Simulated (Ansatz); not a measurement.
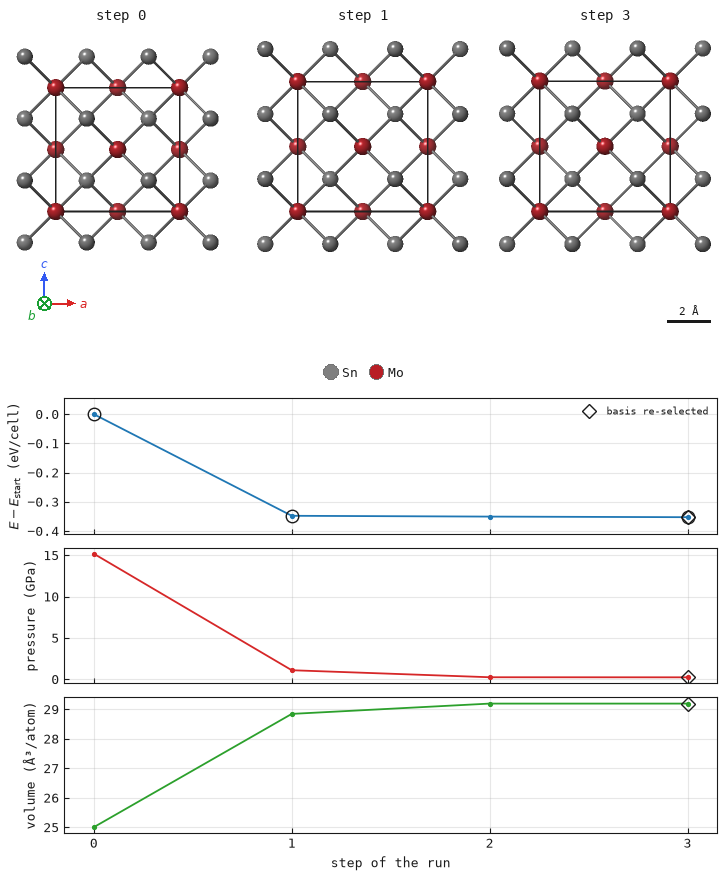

Frames of a relaxation of solid SnMo (a generated structure, set up in F-43m) (coarse preliminary run), marked on the history of the run. Style: ball-and-stick. Shown: the conventional cell (4 times the calculation's cell), along the b axis. Lengths and directions refer to the drawn axes.

Theory: Ansatz, DFT PBE, scalar-relativistic, plane waves, PAW. Set-up: plane-wave cutoff 420 eV; k-point mesh 6 × 6 × 6; occupations gaussian; smearing width 0.1 eV; no spin polarisation; cell and atoms relaxed; force threshold 0.04 eV/Å; at most 70 steps.

**What happens along the run?**

Over 2 accepted moves (3 points after the start) the energy falls by 0.352 eV per cell of the calculation. All forces vanish by symmetry, so only the cell relaxes. The pressure goes from 15.19 to 0.24 GPa. At 1 point the geometry stayed and the basis and grid were re-selected for the new cell (energy shift of 2.1 meV per cell of the calculation at most each time). The atoms keep their places relative to the cell (all moves are under 0.005 Å). Cell: a = b = c 5.849 → 6.158 Å (+5.3 %). Volume +16.7 %. Some distances before and after: Mo–Sn 2.533 → 2.667 Å. The space group stays F-43m (No. 216). Cost: 7.3 s on 1 thread of Arm Neoverse V1, on a shared host, peak memory 0.32 GiB. From step 0 to 1: volume +15.3 %, energy −0.348 eV per cell of the calculation. From step 1 to 3: volume +1.2 %, energy −4.8 meV per cell of the calculation.
